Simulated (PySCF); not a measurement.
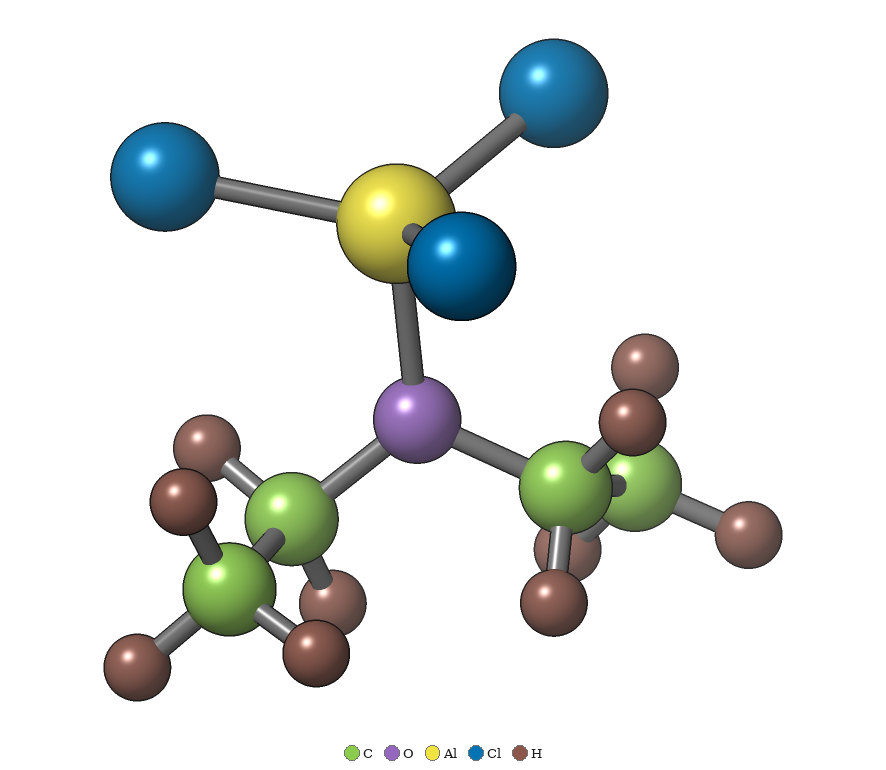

Computed geometry: PBE0-D3(BJ)/def2-SVP optimisation. No frequency run is at hand to confirm it as a minimum. Properties computed with CAM-B3LYP/def2-SVPD, gas phase (PySCF 2.14.0). Excitations: vertical, linear response.

Computed properties:

The species is C₄H₁₀AlCl₃O (`CC[O+](CC)[Al-]([Cl])([Cl])[Cl]`).
- dipole moment: 6.92 D
- HOMO energy (Kohn–Sham orbital): −9.84 eV
- LUMO energy (Kohn–Sham orbital): 0.57 eV
- HOMO–LUMO gap: 10.41 eV
- mean static polarisability: 114.3 bohr³
- lowest vertical singlet excitation: 7.63 eV
- its oscillator strength: 0.001
- brightest of the 10 lowest singlets: 8.44 eV
- its oscillator strength: 0.24
